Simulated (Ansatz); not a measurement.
# Ga2H6N2 (SMILES [NH2][Ga]([NH2])[GaH2]): what the fields show

Input

```
crystal:
  periodic: [false, false, false]
  atoms:
    - {symbol: N, position_ang: [-1.796638, 0.293877, -0.648576]}
    - {symbol: Ga, position_ang: [-0.122108, -0.124795, -0.049070]}
    - {symbol: N, position_ang: [0.206186, -1.921393, 0.007575]}
    - {symbol: Ga, position_ang: [1.529340, 1.565123, 0.616543]}
    - {symbol: H, position_ang: [-2.447780, -0.384400, -1.007459]}
    - {symbol: H, position_ang: [-2.098117, 1.231954, -0.845448]}
    - {symbol: H, position_ang: [1.031898, -2.323006, 0.415674]}
    - {symbol: H, position_ang: [-0.490930, -2.623239, -0.177573]}
    - {symbol: H, position_ang: [2.565947, 2.173775, -0.404755]}
    - {symbol: H, position_ang: [1.622213, 2.112114, 2.093089]}
basis:
  gaussian: {orbitals: def2-TZVPP}
hamiltonian: {xc: pbe0, dispersion: d4}
output: {orbitals: {seedname: orbitals}}
```

Launched as:

```sh
ansatz run in.yaml --threads 4 --pin off --events-out ev --progress --plain --max-ram 10444MiB
```

Geometry: PBE0-D4/def2-TZVP.

The calculation used RKS PBE0-D4/def2-TZVPP in Ansatz 0.2.0.

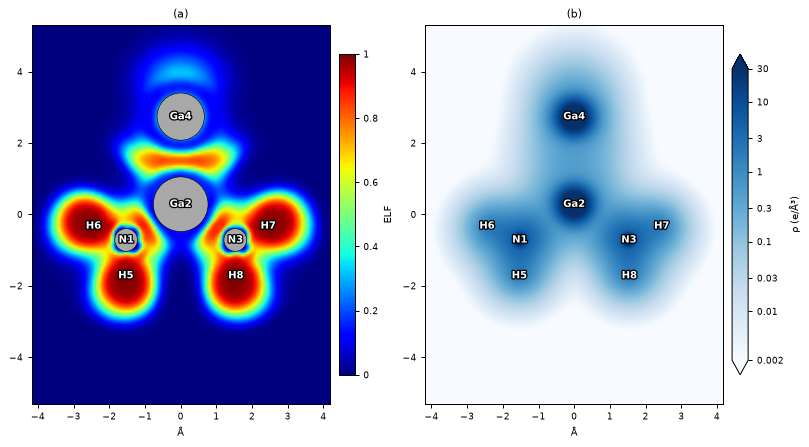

Figure 1. (a) electron localisation function; (b) electron density on the plane of atoms N3, Ga2 and Ga4. Grey discs cover the atomic cores in the ELF map.

Question: Describe what can be read from this map.

Answer:
- The plane passes through N, Ga and H nuclei.
- Ga–N (1.83 Å): the density is about 0.9 e/Å³ at the midpoint; the ELF peaks at about 0.90 in the valence shell of N, 0.6 Å from its nucleus, and is about 0.35 at the midpoint.
- Ga–Ga (2.45 Å): ρ at the midpoint is about 0.48 e/Å³; the ELF peaks at about 0.80 between the atoms, as expected for a shared electron pair.
- N–H (1.00 Å): ρ is about 2.9 e/Å³ halfway; the ELF climbs to about 1 towards the hydrogen, as it does in any bond to H; an ordinary covalent bond to hydrogen.

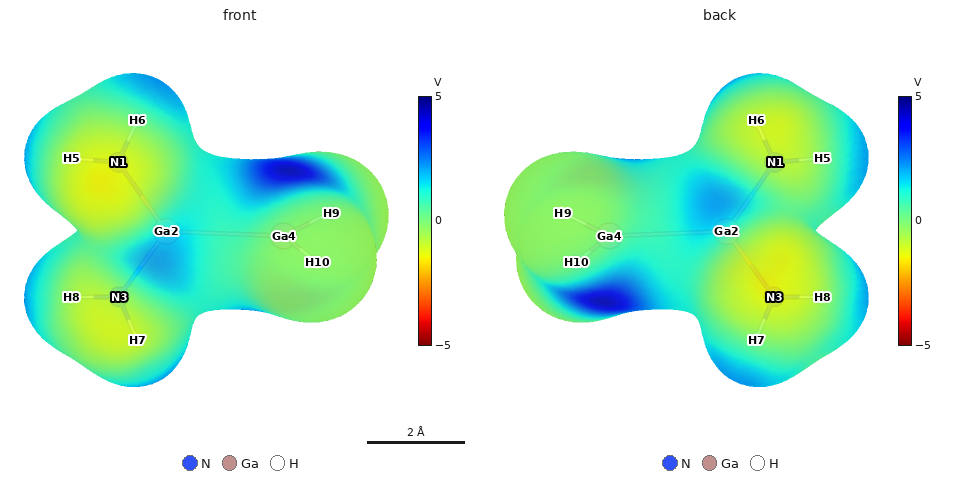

Figure 2. The molecular electrostatic potential painted on the density surface at 0.004 e/bohr³, seen from the front and from behind; red is negative and blue positive.

Question: Which sites attract a positive test charge, and which a negative one?

Answer: A positive charge is drawn to the negative regions and a negative charge to the positive ones. The most negative region (about −1.5 V) lies over N1 and N3, the most positive (about +4.2 V) over Ga4.

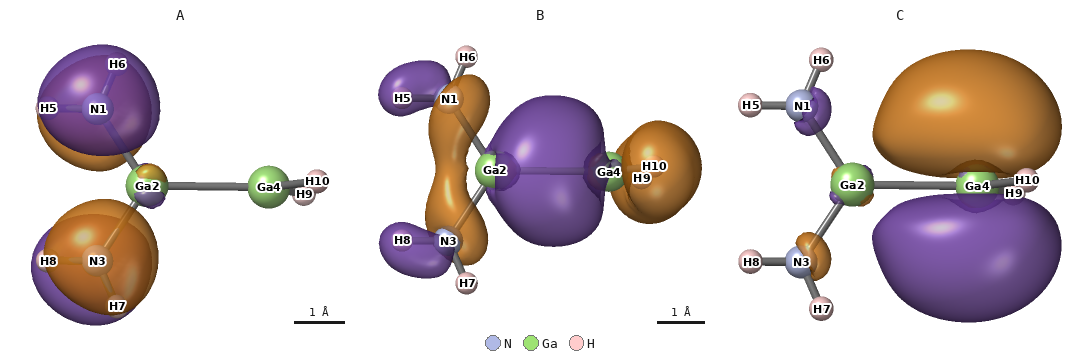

Figure 3. Three frontier orbitals at ±0.08 Å⁻³ᐟ² (orange and purple are the two phases), in no order.

Question: Which picture is the HOMO−1, the HOMO and the LUMO?

Answer: B is the HOMO−1 (−7.23 eV). Its weight (Hirshfeld) is mainly on Ga4 (about 35 %), Ga2 (about 30 %), H9 (about 10 %), H10 (about 10 %), N1 (about 5 %) and N3 (about 5 %). A is the HOMO (−6.66 eV). By Hirshfeld shares it lies mainly on N1 (about 40 %), N3 (about 40 %) and Ga2 (about 10 %); largely a combination of lone pairs on N1 and N3. C is the LUMO (−2.02 eV). It lies mainly on Ga4 (about 75 %) and Ga2 (about 15 %).

Question: What is the HOMO–LUMO gap?

Answer: 4.64 eV between the orbital energies.

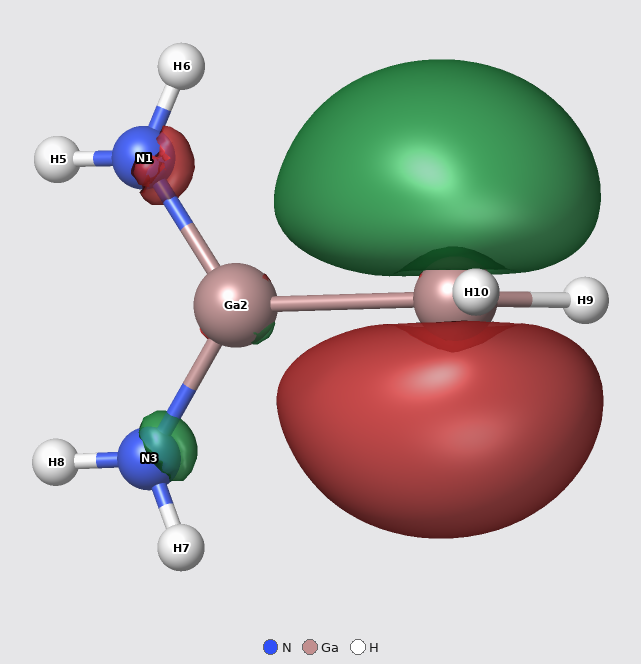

Figure 4. One frontier orbital at ±0.1 Å⁻³ᐟ² (green and red are the two phases), seen at a tilt.

Question: Which orbital is it: HOMO or LUMO?

Answer: The LUMO, at −2.02 eV. By Hirshfeld shares it lies mainly on Ga4 (about 75 %) and Ga2 (about 15 %).
